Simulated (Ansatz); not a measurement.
## Electronic structure of C2H6O (SMILES COC) in real space

Input file:

```
crystal:
  periodic: [false, false, false]
  atoms:
    - { symbol: C, position_ang: [1.10643, -0.14922, -0.13043] }
    - { symbol: O, position_ang: [-0.14737, 0.17432, -0.68754] }
    - { symbol: C, position_ang: [-1.12205, 0.1677, 0.33079] }
    - { symbol: H, position_ang: [1.41682, 0.60305, 0.62879] }
    - { symbol: H, position_ang: [1.09945, -1.1698, 0.31345] }
    - { symbol: H, position_ang: [1.8654, -0.14118, -0.93949] }
    - { symbol: H, position_ang: [-0.89875, 0.9324, 1.10798] }
    - { symbol: H, position_ang: [-1.21606, -0.84048, 0.79276] }
    - { symbol: H, position_ang: [-2.10387, 0.42321, -0.11799] }
basis:
  gaussian:
    orbitals: def2-SVP
hamiltonian:
  xc: hf
output:
  orbitals: {}
  forces: true
```

Run with:

```sh
python c2h6o_methods.py
```

Not at a stationary point (largest force 1.8 eV/Å).

Level of theory: SCF hf, Gaussian basis in Ansatz.

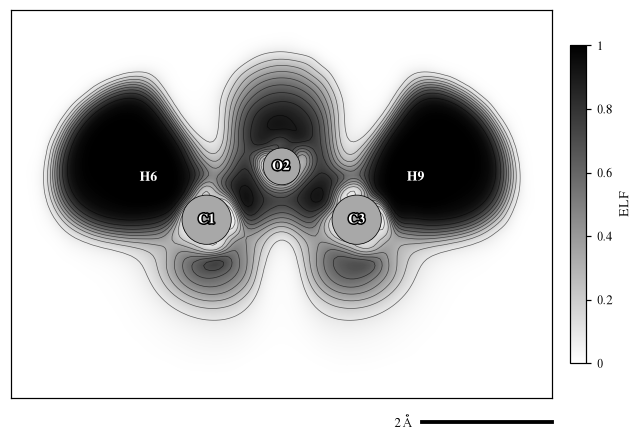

Figure 1. ELF on the plane of atoms C1, O2 and C3. Grey discs cover the atomic cores.

**Describe what can be read from this map.**

- The section cuts through C, O and H sites.
- C–O (1.41 Å): the ELF peaks at about 0.90 between the atoms, as expected for a polar covalent bond.
- C–H (1.11 Å): the ELF climbs to about 1 towards the hydrogen, as it does in any bond to H; an ordinary covalent bond to hydrogen.
- The ELF also peaks beside O2, away from the bonds: lone-pair regions.

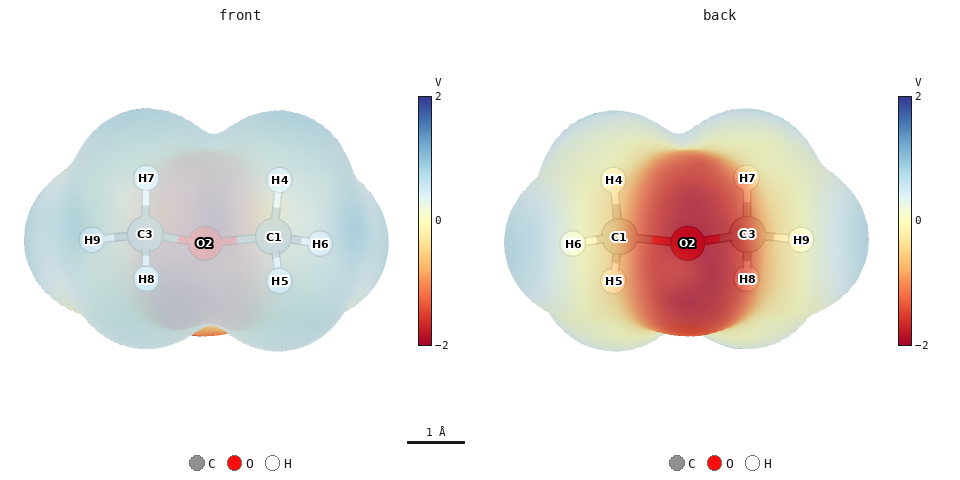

Figure 2. The molecular electrostatic potential painted on the density surface at 0.002 e/bohr³, seen from the front and from behind; red is negative and blue positive.

**Where is the surface potential most negative and most positive?**

The most negative region (about −1.9 V, or −44 kcal/mol for a unit charge) lies over O2, the most positive (about +0.7 V, or +16 kcal/mol for a unit charge) over the C and H atoms. O2 is the likeliest acceptor of a hydrogen bond.
